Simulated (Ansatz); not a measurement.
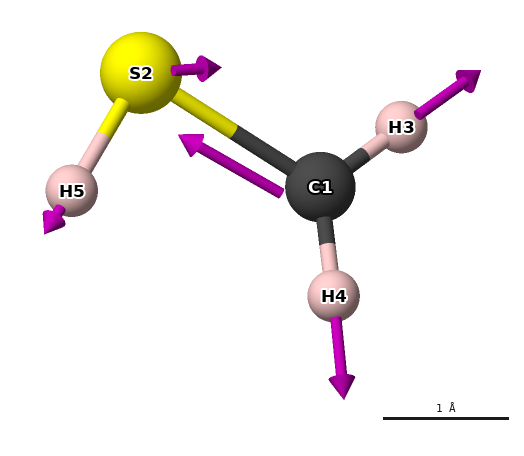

Arrows show the forces on the atoms, 0.08 Å of arrow for 1 eV/Å; forces under a tenth of the largest aren't drawn. Charge +1, singlet. Level of theory: r2SCAN0-D4/def2-TZVPP (Ansatz 0.2.0).

**On which atom is the force largest, and how large is it?**

On C1: 12.27 eV/Å.

**Along which bond is the force strongest?**

C1–S2, now 1.750 Å: the forces pull its atoms together, so a first step downhill shortens it.

List the force components in the frame of the picture (x right, y up, z towards the viewer), in eV/Å.

```csv
atom,Fx,Fy,Fz
C1,−10.37,5.92,2.86
S2,4.86,0.33,−2.67
H3,6.34,4.55,−4.57
H4,0.82,−8.18,2.66
H5,−1.65,−2.62,1.72
```
